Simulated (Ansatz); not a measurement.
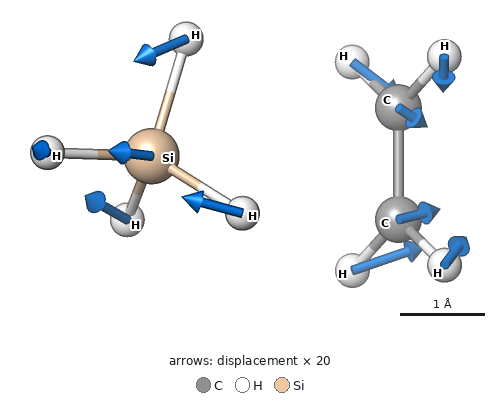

This is a relaxation of C₂H₈Si. The starting structure is drawn; blue arrows show the displacements, 20 times their true length. The two geometries are superimposed by the best rigid fit.

Style: ball-and-stick. Shown at a tilt.

Computed with RKS PBE0-D4/def2-TZVP (Ansatz). (force threshold 0.005 eV/Å; at most 200 steps)

Question: Which element moves most?

Answer: Hydrogen: up to 0.049 Å, against 0.033 Å for silicon.

Question: What did the optimiser do to the structure, and how much energy did it gain?

Answer: After 4 geometry steps the energy has fallen by 1.06 kcal/mol. Largest force component: 0.61 eV/Å at the start, 0.00051 eV/Å at the end. The largest move after the best rigid fit is that of an H atom, 0.049 Å. Largest moves by element: H 0.049 Å, Si 0.033 Å, C 0.032 Å. Among the contacts that change: H–Si 1.506 → 1.487 Å, C–C 1.342 → 1.323 Å, C–H 1.103 → 1.085 Å.

Limits of the set-up: the start holds two separate molecules, 3.1 Å apart at their closest, whose relative position is a soft coordinate.
